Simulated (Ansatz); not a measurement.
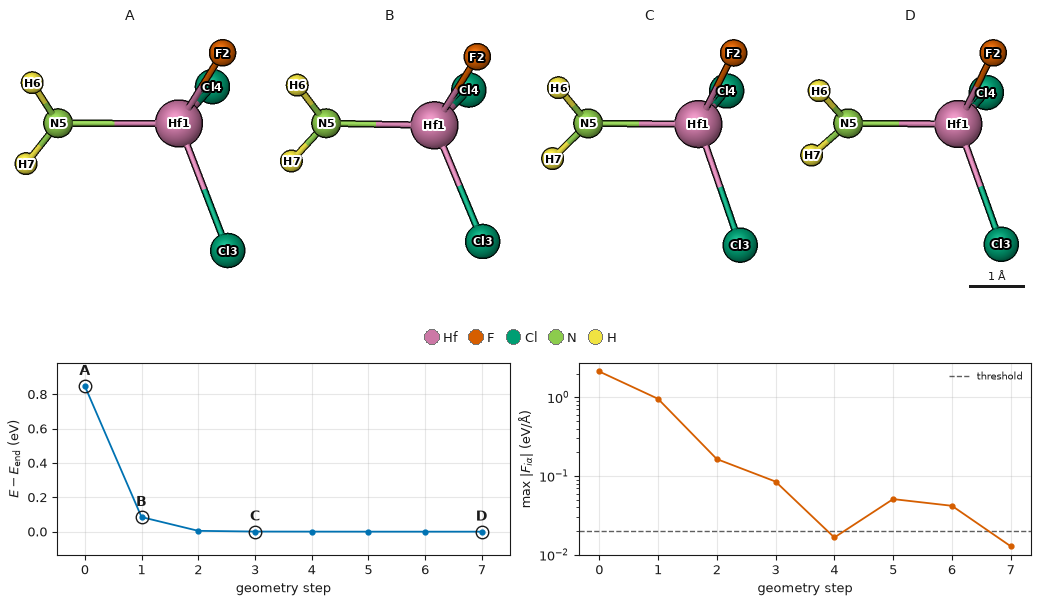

Frames of a relaxation of HfNH$_{2}$Cl$_{2}$F, marked on the history of the run. A ball-and-stick model, seen at a tilt.

The run prepares the start of a later molecular dynamics calculation, from a guessed geometry.

Computed with RKS PBE/def2-SVP (Ansatz 0.2.0). Set-up: no spin polarisation; force threshold 0.02 eV/Å; at most 40 steps.

Describe the path.

Over 7 geometry steps the energy falls by 0.848 eV. The largest force component goes from 2.1 to 0.013 eV/Å. The forces were under the threshold at step 4, but the run went on from there. The atom that moves furthest after the best rigid fit is H6 (0.20 Å). Largest moves by element: H 0.20 Å, N 0.18 Å, Cl 0.18 Å, F 0.17 Å, Hf 0.02 Å. Some distances before and after: Hf1–N5 2.208 → 2.013 Å, Hf1–Cl3 2.520 → 2.369 Å, Hf1–F2 1.980 → 1.911 Å, N5–H6 1.060 → 1.028 Å. Among the angles between lasting bonds that change: H6–N5–H7 120.0° → 108.5°, Hf1–N5–H6 120.0° → 125.6°, F2–Hf1–N5 109.5° → 104.9°. The run took 13 s on 2 threads of Intel(R) Xeon(R) 6975P-C (Granite Rapids), with other jobs on the host, peak memory 0.23 GiB. From step 0 to 1: Cl atoms move most (0.19 Å), energy −0.763 eV. From step 1 to 3: F2 moves most (0.11 Å), energy −0.084 eV. From step 3 to 7: H7 moves most (0.09 Å), energy −0.001 eV.

```tsv
step	E − E(0), eV	largest force component, eV/Å
0	0.0000	2.1252
1	-0.7629	0.9566
2	-0.8430	0.1644
3	-0.8471	0.0851
4	-0.8475	0.0166
5	-0.8477	0.0510
6	-0.8478	0.0419
7	-0.8478	0.0129
```
